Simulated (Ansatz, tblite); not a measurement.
# BH2Cl: charged states by level of theory

What does removing or adding an electron cost or gain for BH2Cl? Each charged state is run at several levels.

The runs use Ansatz 0.2.0, Gaussian basis; as each input shows.

Plan: charge +1 doublet, at the geometry of the singlet (PBE0-D4/def2-TZVP, PBE-D4/def2-TZVP, r2SCAN-D4/def2-TZVP, CCSD(T)/def2-TZVPP); charge -1 doublet, at the geometry of the singlet (PBE0-D4/def2-TZVPD, PBE-D4/def2-TZVPD, r2SCAN-D4/def2-TZVPD, CCSD(T)/def2-TZVPD); the starting singlet's energies come from earlier runs.

## Step 1: The relaxed structure

The singlet was relaxed beforehand with PBE0-D4/def2-TZVP.

4 atoms, charge 0, spin multiplicity 1.

Atoms are counted from 1 here; the program's logs count them from 0.

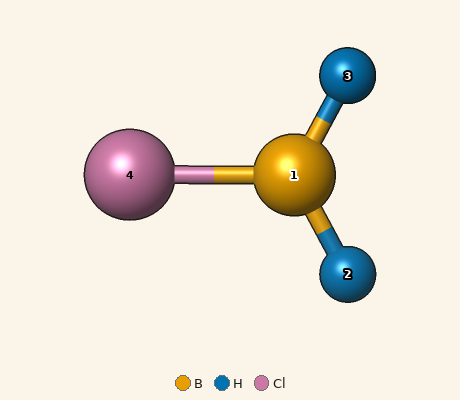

The structure; boron amber, hydrogen blue, chlorine pink; atoms are numbered from 1 in the order of the file.

## Step 2: Charge +1 doublet at the fixed geometry, PBE0-D4/def2-TZVP

in.yaml reads:

```yaml
crystal:
  periodic: [false, false, false]
  atoms:
    - {symbol: B, position_ang: [0.078899, 0.130304, -0.000447]}
    - {symbol: H, position_ang: [1.267451, 0.067596, 0.016021]}
    - {symbol: H, position_ang: [-0.527568, 1.154366, -0.019312]}
    - {symbol: Cl, position_ang: [-0.818792, -1.352277, 0.003749]}
basis:
  gaussian: {orbitals: def2-TZVP}
total_charge: 1
magnetization: {spin_polarized: true, initial_magnetization: 1}
hamiltonian: {xc: pbe0, dispersion: d4}
output: {orbitals: {seedname: orbitals}}
```

Launch:

```bash
$ ansatz run in.yaml --threads 4 --pin off --events-out ev --progress --plain --max-ram 3916MiB
```

Log:

```text
Functional definition: PBE0
  name "PBE0"
  cite "Adamo & Barone, J. Chem. Phys. 110, 6158 (1999) doi:10.1063/1.478522"
  cite "Perdew, Burke & Ernzerhof, Phys. Rev. Lett. 77, 3865 (1996) doi:10.1103/PhysRevLett.77.3865"
  parent pbe
  parameter a = 0.25
  parameter kappa = 0.804
  parameter beta = 0.06672455060314922
  exchange = (1 - a)*pbe_x(kappa = kappa, mu = beta*pi^2/3) + a*exact_x
  correlation = pbe_c(beta = beta)
525 factors; their error is unknown
mean field evaluation 1: about -13214.6776 eV, gradient 1.6e1 eV
mean field evaluation 2: about -13215.3307 eV, gradient 1.2e1 eV
mean field evaluation 4: about -13215.9679 eV, gradient 1.3e0 eV
mean field evaluation 8: about -13216.0123 eV, gradient 3.5e-2 eV
mean field evaluation 16: about -13214.9644 eV, gradient 6.4e0 eV
mean field -13216.01229269 eV, -485.6794936216 hartree, gradient 1.4e-5 eV, S^2 0.755929; 1 other end points of the search recorded, 0 dependent functions left out
reference -13216.01231503 eV, -485.6794944426 hartree; 12, 11 occupied and 68, 69 virtual orbitals, 525 factors
Total energy: -13216.03634422 eV, -485.6803774987 hartree
```

It took 0.6 s on 4 threads of Arm Neoverse V1, shared host.

HOMO -17.58 eV, LUMO -13.97 eV (over both spins); ⟨S²⟩ 0.756 (pure: 0.75).

## Step 3: Charge +1 doublet at the fixed geometry, PBE-D4/def2-TZVP

start.molden holds the orbitals of an earlier run on this state, given as this run's starting guess.

Edit in.yaml of step 2 so:

```diff
@@ -8,6 +8,7 @@
 basis:
-  gaussian: {orbitals: def2-TZVP}
+  gaussian: {orbitals: def2-TZVP, initial_orbitals: start.molden}
 total_charge: 1
 magnetization: {spin_polarized: true, initial_magnetization: 1}
-hamiltonian: {xc: pbe0, dispersion: d4}
+hamiltonian: {xc: pbe, dispersion: d4}
+scf: {omitted_lower_state_checks: [starts]}
 output: {orbitals: {seedname: orbitals}}
```

The command is unchanged.

Log:

```text
Functional definition: PBE
  name "PBE"
  cite "Perdew, Burke & Ernzerhof, Phys. Rev. Lett. 77, 3865 (1996) doi:10.1103/PhysRevLett.77.3865"
  parent pbe
  parameter kappa = 0.804
  parameter beta = 0.06672455060314922
  exchange = pbe_x(kappa = kappa, mu = beta*pi^2/3)
  correlation = pbe_c(beta = beta)
these checks for a lower state are left out or cut short: starts
513 factors; their error is unknown
mean field evaluation 1: about -13214.9478 eV, gradient 6.1e0 eV
mean field evaluation 2: about -13215.0049 eV, gradient 1.2e-1 eV
mean field evaluation 4: about -13214.9986 eV, gradient 1.9e-3 eV
mean field evaluation 8: about -13214.9986 eV, gradient 7.6e-6 eV
mean field -13214.99861138 eV, -485.6422415203 hartree, gradient 7.6e-6 eV, S^2 0.752792; 0 other end points of the search recorded, 0 dependent functions left out
reference -13214.99864144 eV, -485.6422426250 hartree; 12, 11 occupied and 68, 69 virtual orbitals, 513 factors
Total energy: -13215.02786988 eV, -485.6433167504 hartree
Checks for a lower state left out: starts
```

Wall time 0.55 s (4 threads of Arm Neoverse V1, shared host).

From the report: HOMO -16.02 eV, LUMO -14.85 eV (over both spins); ⟨S²⟩ 0.753 (pure: 0.75).

## Step 4: Charge +1 doublet at the fixed geometry, r2SCAN-D4/def2-TZVP

Edit in.yaml of step 3 so:

```diff
@@ -11,3 +11,3 @@
 magnetization: {spin_polarized: true, initial_magnetization: 1}
-hamiltonian: {xc: pbe, dispersion: d4}
+hamiltonian: {xc: r2scan, dispersion: d4}
 scf: {omitted_lower_state_checks: [starts]}
```

Same command.

Log:

```text
Functional definition: r2SCAN
  name "r2SCAN"
  cite "Furness, Kaplan, Ning, Perdew & Sun, J. Phys. Chem. Lett. 11, 8208 (2020) doi:10.1021/acs.jpclett.0c02405"
  cite "Furness, Kaplan, Ning, Perdew & Sun, J. Phys. Chem. Lett. 11, 9248 (2020) doi:10.1021/acs.jpclett.0c03077"
  parent r2scan
  parameter k0 = 0.174
  parameter k1 = 0.065
  parameter a1 = 4.9479
  exchange = r2scan_x(k0 = k0, k1 = k1, a1 = a1)
  correlation = r2scan_c
these checks for a lower state are left out or cut short: starts
513 factors; their error is unknown
mean field evaluation 1: about -13219.9326 eV, gradient 4.5e0 eV
mean field evaluation 2: about -13219.9535 eV, gradient 5.8e-2 eV
mean field evaluation 4: about -13219.9472 eV, gradient 5.0e-4 eV
mean field evaluation 8: about -13219.9472 eV, gradient 9.7e-6 eV
mean field -13219.94719254 eV, -485.8240985238 hartree, gradient 9.7e-6 eV, S^2 0.756607; 0 other end points of the search recorded, 0 dependent functions left out
reference -13219.94720246 eV, -485.8240988884 hartree; 12, 11 occupied and 68, 69 virtual orbitals, 513 factors
Total energy: -13219.95347787 eV, -485.8243295056 hartree
Checks for a lower state left out: starts
```

Wall time 1.2 s (4 threads of Arm Neoverse V1, shared host).

HOMO -16.51 eV, LUMO -14.74 eV (over both spins); ⟨S²⟩ 0.757 (pure: 0.75).

## Step 5: Charge +1 doublet at the fixed geometry, CCSD(T)/def2-TZVPP

Edit in.yaml of step 4 so:

```diff
@@ -8,7 +8,7 @@
 basis:
-  gaussian: {orbitals: def2-TZVP, initial_orbitals: start.molden}
+  gaussian: {orbitals: def2-TZVPP, initial_orbitals: start.molden}
 total_charge: 1
 magnetization: {spin_polarized: true, initial_magnetization: 1}
-hamiltonian: {xc: r2scan, dispersion: d4}
-scf: {omitted_lower_state_checks: [starts]}
+correlation: {method: ccsd_t}
+scf: {omitted_lower_state_checks: [starts, cluster_reference]}
 output: {orbitals: {seedname: orbitals}}
```

Same command.

Log:

```text
Functional definition: HF
  name "HF"
  cite "Fock, Z. Phys. 61, 126 (1930) doi:10.1007/BF01340294"
  parent pbe
  exchange = exact_x
  correlation = 0
these checks for a lower state are left out or cut short: starts, cluster_reference
591 factors; integrals over basis functions are off by at most 8.6e-4 eV
mean field evaluation 1: about -13196.8074 eV, gradient 1.7e1 eV
mean field evaluation 2: about -13197.4193 eV, gradient 9.7e-1 eV
mean field evaluation 4: about -13197.4490 eV, gradient 1.4e-1 eV
mean field evaluation 8: about -13197.4492 eV, gradient 2.2e-6 eV
mean field -13197.44923993 eV, -484.9973140151 hartree, gradient 2.2e-6 eV, S^2 0.765226; 0 other end points of the search recorded, 0 dependent functions left out
6 core orbitals not correlated: weight in the atoms' cores, before any rotation towards them, 1.000 or more for the frozen orbitals, at most 0.000 for the correlated occupied ones
reference -13197.44923993 eV, -484.9973140151 hartree; 6, 5 occupied and 89, 90 virtual orbitals, 591 factors
second order -6.95920666 eV of doubles, -0.00000000 eV of singles
cycle   1  -7.66798225 eV  change   -7.1e-1 eV  update   7.7e-2
cycle   2  -7.96598361 eV  change   -3.0e-1 eV  update   3.2e-2
cycle   3  -8.02153747 eV  change   -5.6e-2 eV  update   2.6e-2
cycle   4  -8.04061364 eV  change   -1.9e-2 eV  update   1.8e-2
cycle   5  -8.05088382 eV  change   -1.0e-2 eV  update   6.8e-3
cycle   6  -8.05209397 eV  change   -1.2e-3 eV  update   1.3e-3
cycle   7  -8.05249194 eV  change   -4.0e-4 eV  update   5.0e-4
cycle   8  -8.05251502 eV  change   -2.3e-5 eV  update   1.6e-4
cycle   9  -8.05246045 eV  change    5.5e-5 eV  update   5.7e-5
cycle  10  -8.05246494 eV  change   -4.5e-6 eV  update   1.8e-5
cycle  11  -8.05247439 eV  change   -9.4e-6 eV  update   6.8e-6
perturbative correction -0.32585018 eV, -0.0119747732 hartree
Total energy: -13205.82756450 eV, -485.3052117639 hartree
Checks for a lower state left out: starts, cluster_reference
```

Wall time 1.9 s (4 threads of Arm Neoverse V1, shared host).

Hartree-Fock HOMO -20.94 eV, LUMO -9.41 eV (over both spins); ⟨S²⟩ 0.765 (pure: 0.75); T1 0.043.

## Step 6: Vertical ionisation energy

Charged state less starting state, singlet to doublet; the starting state's energies are those of its earlier runs.

Differences are taken before rounding.

```
             method  vertical ionisation energy (eV)  from CCSD(T)/def2-TZVPP (eV)    time
      HF/def2-TZVPP                            10.70                         -0.81        
   PBE-D4/def2-TZVP                            11.06                         -0.45  0.85 s
r2SCAN-D4/def2-TZVP                            11.18                         -0.32   1.9 s
  PBE0-D4/def2-TZVP                            11.31                         -0.19     1 s
     MP2/def2-TZVPP                            11.75                         +0.25        
    CCSD/def2-TZVPP                            11.49                         -0.01        
 CCSD(T)/def2-TZVPP                            11.50                             0   2.5 s
```

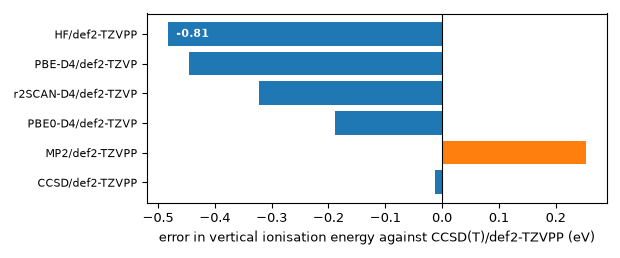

Deviations from CCSD(T)/def2-TZVPP, method by method. Bars with a number in them are cut short.

Times add the two runs; a level without a time comes out of a correlated run.

Beside −ε(HOMO) of the starting state:

```
              level  −ε(HOMO) (eV)  by difference (eV)  mismatch (eV)
   PBE-D4/def2-TZVP           7.27               11.06          -3.79
r2SCAN-D4/def2-TZVP           7.57               11.18          -3.61
  PBE0-D4/def2-TZVP           8.65               11.31          -2.67
```

## Step 7: Charge -1 doublet at the fixed geometry, PBE0-D4/def2-TZVPD

Edit in.yaml of step 5 so:

```diff
@@ -8,7 +8,6 @@
 basis:
-  gaussian: {orbitals: def2-TZVPP, initial_orbitals: start.molden}
-total_charge: 1
+  gaussian: {orbitals: def2-TZVPD}
+total_charge: -1
 magnetization: {spin_polarized: true, initial_magnetization: 1}
-correlation: {method: ccsd_t}
-scf: {omitted_lower_state_checks: [starts, cluster_reference]}
+hamiltonian: {xc: pbe0, dispersion: d4}
 output: {orbitals: {seedname: orbitals}}
```

The command is unchanged.

Log:

```text
Functional definition: PBE0
  name "PBE0"
  cite "Adamo & Barone, J. Chem. Phys. 110, 6158 (1999) doi:10.1063/1.478522"
  cite "Perdew, Burke & Ernzerhof, Phys. Rev. Lett. 77, 3865 (1996) doi:10.1103/PhysRevLett.77.3865"
  parent pbe
  parameter a = 0.25
  parameter kappa = 0.804
  parameter beta = 0.06672455060314922
  exchange = (1 - a)*pbe_x(kappa = kappa, mu = beta*pi^2/3) + a*exact_x
  correlation = pbe_c(beta = beta)
575 factors; their error is unknown
mean field evaluation 1: about -13224.0112 eV, gradient 2.3e1 eV
mean field evaluation 2: about -13220.1576 eV, gradient 3.1e1 eV
mean field evaluation 4: about -13227.1290 eV, gradient 1.7e0 eV
mean field evaluation 8: about -13227.1596 eV, gradient 3.7e-2 eV
mean field evaluation 16: about -13227.1860 eV, gradient 5.0e-5 eV
mean field evaluation 32: about -13227.1860 eV, gradient 1.4e-2 eV
mean field -13227.18596367 eV, -486.0901184563 hartree, gradient 1.1e-5 eV, S^2 0.754636; 3 other end points of the search recorded, 0 dependent functions left out
reference -13227.18599785 eV, -486.0901197122 hartree; 13, 12 occupied and 88, 89 virtual orbitals, 575 factors
Total energy: -13227.23424329 eV, -486.0918926993 hartree
```

It took 2 s on 4 threads of Arm Neoverse V1, shared host.

From the report: HOMO 2.20 eV, LUMO 3.86 eV (over both spins); ⟨S²⟩ 0.755 (pure: 0.75). Doubts: highest occupied level lies above zero.

## Step 8: Charge -1 doublet at the fixed geometry, PBE-D4/def2-TZVPD

Edit in.yaml of step 7 so:

```diff
@@ -8,6 +8,7 @@
 basis:
-  gaussian: {orbitals: def2-TZVPD}
+  gaussian: {orbitals: def2-TZVPD, initial_orbitals: start.molden}
 total_charge: -1
 magnetization: {spin_polarized: true, initial_magnetization: 1}
-hamiltonian: {xc: pbe0, dispersion: d4}
+hamiltonian: {xc: pbe, dispersion: d4}
+scf: {omitted_lower_state_checks: [starts]}
 output: {orbitals: {seedname: orbitals}}
```

Launched as before.

Log:

```text
Functional definition: PBE
  name "PBE"
  cite "Perdew, Burke & Ernzerhof, Phys. Rev. Lett. 77, 3865 (1996) doi:10.1103/PhysRevLett.77.3865"
  parent pbe
  parameter kappa = 0.804
  parameter beta = 0.06672455060314922
  exchange = pbe_x(kappa = kappa, mu = beta*pi^2/3)
  correlation = pbe_c(beta = beta)
these checks for a lower state are left out or cut short: starts
547 factors; their error is unknown
mean field evaluation 1: about -13225.9133 eV, gradient 6.1e0 eV
mean field evaluation 2: about -13225.9544 eV, gradient 7.4e-2 eV
mean field evaluation 4: about -13225.9465 eV, gradient 7.3e-4 eV
mean field evaluation 8: about -13225.9465 eV, gradient 2.4e-5 eV
mean field -13225.94649357 eV, -486.0445687700 hartree, gradient 8.6e-6 eV, S^2 0.753491; 0 other end points of the search recorded, 0 dependent functions left out
reference -13225.94653658 eV, -486.0445703509 hartree; 13, 12 occupied and 88, 89 virtual orbitals, 547 factors
Total energy: -13226.00530597 eV, -486.0467300861 hartree
Checks for a lower state left out: starts
```

Wall time 0.9 s (4 threads of Arm Neoverse V1, shared host).

Report: HOMO 3.05 eV, LUMO 3.46 eV (over both spins); ⟨S²⟩ 0.753 (pure: 0.75). Doubts: highest occupied level lies above zero.

## Step 9: Charge -1 doublet at the fixed geometry, r2SCAN-D4/def2-TZVPD

Edit in.yaml of step 8 so:

```diff
@@ -11,3 +11,3 @@
 magnetization: {spin_polarized: true, initial_magnetization: 1}
-hamiltonian: {xc: pbe, dispersion: d4}
+hamiltonian: {xc: r2scan, dispersion: d4}
 scf: {omitted_lower_state_checks: [starts]}
```

Launched as before.

Log:

```text
Functional definition: r2SCAN
  name "r2SCAN"
  cite "Furness, Kaplan, Ning, Perdew & Sun, J. Phys. Chem. Lett. 11, 8208 (2020) doi:10.1021/acs.jpclett.0c02405"
  cite "Furness, Kaplan, Ning, Perdew & Sun, J. Phys. Chem. Lett. 11, 9248 (2020) doi:10.1021/acs.jpclett.0c03077"
  parent r2scan
  parameter k0 = 0.174
  parameter k1 = 0.065
  parameter a1 = 4.9479
  exchange = r2scan_x(k0 = k0, k1 = k1, a1 = a1)
  correlation = r2scan_c
these checks for a lower state are left out or cut short: starts
547 factors; their error is unknown
mean field evaluation 1: about -13231.0631 eV, gradient 4.5e0 eV
mean field evaluation 2: about -13231.0802 eV, gradient 3.1e-2 eV
mean field evaluation 4: about -13231.0714 eV, gradient 1.3e-4 eV
mean field evaluation 8: about -13231.0714 eV, gradient 2.7e-5 eV
mean field -13231.07143995 eV, -486.2329070760 hartree, gradient 2.7e-5 eV, S^2 0.757445; 0 other end points of the search recorded, 0 dependent functions left out
reference -13231.07146639 eV, -486.2329080475 hartree; 13, 12 occupied and 88, 89 virtual orbitals, 547 factors
Total energy: -13231.08436492 eV, -486.2333820598 hartree
Checks for a lower state left out: starts
```

Run time: 1.8 s. Hardware: 4 threads of Arm Neoverse V1, shared host.

Report: HOMO 2.83 eV, LUMO 4.10 eV (over both spins); ⟨S²⟩ 0.757 (pure: 0.75). Doubts: highest occupied level lies above zero.

## Step 10: Charge -1 doublet at the fixed geometry, CCSD(T)/def2-TZVPD

Edit in.yaml of step 9 so:

```diff
@@ -11,4 +11,4 @@
 magnetization: {spin_polarized: true, initial_magnetization: 1}
-hamiltonian: {xc: r2scan, dispersion: d4}
-scf: {omitted_lower_state_checks: [starts]}
+correlation: {method: ccsd_t}
+scf: {omitted_lower_state_checks: [starts, cluster_reference]}
 output: {orbitals: {seedname: orbitals}}
```

Launched as before.

Log:

```text
Functional definition: HF
  name "HF"
  cite "Fock, Z. Phys. 61, 126 (1930) doi:10.1007/BF01340294"
  parent pbe
  exchange = exact_x
  correlation = 0
these checks for a lower state are left out or cut short: starts, cluster_reference
655 factors; integrals over basis functions are off by at most 1.0e-3 eV
mean field evaluation 1: about -13206.8349 eV, gradient 1.7e1 eV
mean field evaluation 2: about -13207.1141 eV, gradient 3.9e-1 eV
mean field evaluation 4: about -13207.1734 eV, gradient 2.7e-3 eV
mean field evaluation 8: about -13207.1734 eV, gradient 2.2e-6 eV
mean field -13207.17342572 eV, -485.3546712515 hartree, gradient 4.0e-6 eV, S^2 0.761859; 0 other end points of the search recorded, 0 dependent functions left out
6 core orbitals not correlated: weight in the atoms' cores, before any rotation towards them, 1.000 or more for the frozen orbitals, at most 0.000 for the correlated occupied ones
reference -13207.17342572 eV, -485.3546712515 hartree; 7, 6 occupied and 88, 89 virtual orbitals, 655 factors
second order -8.40910377 eV of doubles, -0.00000000 eV of singles
cycle   1  -9.01292103 eV  change   -6.0e-1 eV  update   5.9e-2
cycle   2  -9.23843719 eV  change   -2.3e-1 eV  update   1.8e-2
cycle   3  -9.26548949 eV  change   -2.7e-2 eV  update   7.4e-3
cycle   4  -9.26350414 eV  change    2.0e-3 eV  update   2.8e-3
cycle   5  -9.26334486 eV  change    1.6e-4 eV  update   1.0e-3
cycle   6  -9.26336913 eV  change   -2.4e-5 eV  update   3.8e-4
cycle   7  -9.26339956 eV  change   -3.0e-5 eV  update   1.6e-4
cycle   8  -9.26343272 eV  change   -3.3e-5 eV  update   9.3e-5
cycle   9  -9.26342050 eV  change    1.2e-5 eV  update   4.8e-5
cycle  10  -9.26340656 eV  change    1.4e-5 eV  update   2.0e-5
cycle  11  -9.26341221 eV  change   -5.7e-6 eV  update   7.8e-6
perturbative correction -0.37574986 eV, -0.0138085527 hartree
Total energy: -13216.81258779 eV, -485.7089039241 hartree
Checks for a lower state left out: starts, cluster_reference
```

It took 2.3 s on 4 threads of Arm Neoverse V1, shared host.

Hartree-Fock HOMO 0.15 eV, LUMO 4.78 eV (over both spins); ⟨S²⟩ 0.762 (pure: 0.75); T1 0.010. Doubts: highest occupied level lies above zero.

## Step 11: Vertical electron affinity

Starting state less charged state (positive: the electron is bound), singlet to doublet; the starting state's energies are those of its earlier runs.

Differences are taken before rounding.

| method | vertical electron affinity (eV) | from CCSD(T)/def2-TZVPD (eV) | time |
| --- | --- | --- | --- |
| HF/def2-TZVPD | -0.97 | -0.60 |  |
| PBE-D4/def2-TZVPD | -0.10 | +0.28 | 1.4 s |
| r2SCAN-D4/def2-TZVPD | -0.06 | +0.31 | 2.7 s |
| PBE0-D4/def2-TZVPD | -0.13 | +0.24 | 2.5 s |
| MP2/def2-TZVPD | -0.40 | -0.02 |  |
| CCSD/def2-TZVPD | -0.41 | -0.04 |  |
| CCSD(T)/def2-TZVPD | -0.37 | 0 | 3.1 s |

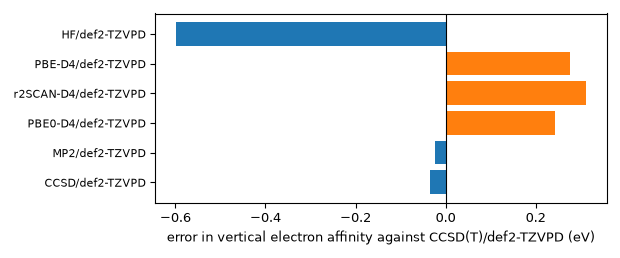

Deviations from CCSD(T)/def2-TZVPD, method by method.

Times add the two runs; a level without a time comes out of a correlated run.

Beside −ε(LUMO) of the starting state:

```csv
level,−ε(LUMO) (eV),by difference (eV),mismatch (eV)
PBE-D4/def2-TZVPD,2.88,-0.10,+2.98
r2SCAN-D4/def2-TZVPD,2.48,-0.06,+2.54
PBE0-D4/def2-TZVPD,1.86,-0.13,+1.99
```

## Step 12: What came out

| quantity | value |
| --- | --- |
| vertical ionisation energy, functionals in def2-TZVP | 11.06 (PBE-D4) to 11.31 eV (PBE0-D4) |
| vertical ionisation energy, CCSD(T)/def2-TZVPP | 11.50 eV |
| vertical electron affinity, functionals in def2-TZVPD | -0.13 (PBE0-D4) to -0.06 eV (r2SCAN-D4) |
| vertical electron affinity, CCSD(T)/def2-TZVPD | -0.37 eV |

What this shows: The vertical ionisation energy spans 11.06 to 11.31 eV over the functionals, beside 11.50 eV from CCSD(T)/def2-TZVPP. −ε(HOMO) misses the level's own difference by -2.67 eV at best (PBE0-D4) and -3.79 eV at worst (PBE-D4). CCSD(T)/def2-TZVPP isn't at the basis-set limit; small misses against it rank nothing. The vertical electron affinity spans -0.13 to -0.06 eV over the functionals, beside -0.37 eV from CCSD(T)/def2-TZVPD. A negative affinity means an unbound electron, held by the basis alone. −ε(LUMO) misses the level's own difference by +1.99 eV at best (PBE0-D4) and +2.98 eV at worst (PBE-D4).
